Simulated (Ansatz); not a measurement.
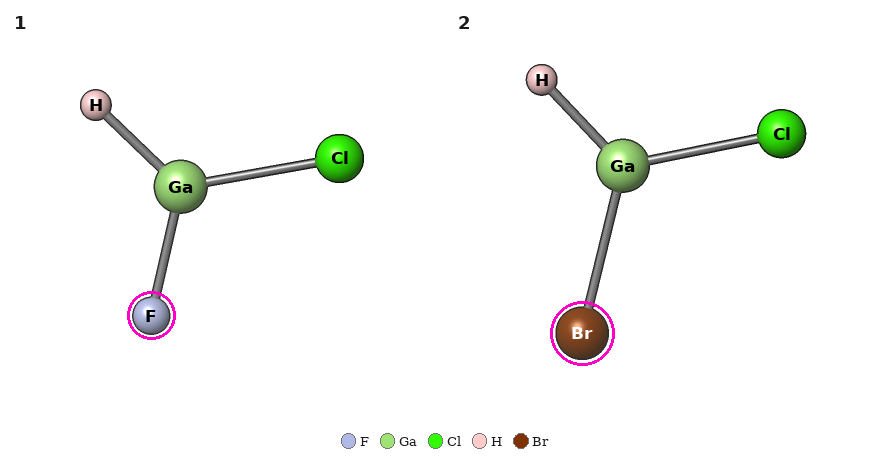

2 molecules with one skeleton, seen from the same side and at one scale; the atom that differs is circled. Charge 0, singlet. Computed geometries: PBE0-D4/def2-TZVP optimisations, one conformation each. Properties computed with Ansatz 0.2.0.

One atom differs, called X below: F in panel 1, Br in panel 2. Their formulas are ClFGaH (`[F][GaH][Cl]`), BrClGaH (`[Cl][GaH][Br]`).

In which is the HOMO energy (Kohn–Sham orbital) higher (CAM-B3LYP-D4/def2-TZVPP)?

In panel 2 (X = Br).

In which is the harmonic X–Ga stretching wavenumber higher (PBE0-D4/def2-TZVP)?

In panel 1 (X = F).

Give the values. With PBE0-D4/def2-TZVP: length of X–Ga (Å), angle X–Ga–Cl (°), harmonic X–Ga stretching wavenumber (cm⁻¹). With CAM-B3LYP-D4/def2-TZVPP: HOMO energy (Kohn–Sham orbital) (eV), HOMO–LUMO gap (eV). With r2SCAN-D4/def2-TZVPP: dipole moment (D).

| quantity | 1 (F) | 2 (Br) | 2 − 1 |
| --- | --- | --- | --- |
| length of X–Ga (Å) | 1.744 | 2.272 | +0.528 |
| angle X–Ga–Cl (°) | 113.4 | 115.6 | +2.2 |
| HOMO energy (Kohn–Sham orbital) (eV) | −10.75 | −9.95 | +0.80 |
| HOMO–LUMO gap (eV) | 10.07 | 9.04 | −1.03 |
| dipole moment (D) | 2.06 | 1.54 | −0.52 |
| harmonic X–Ga stretching wavenumber (cm⁻¹) | 698 | 310 | −388 |
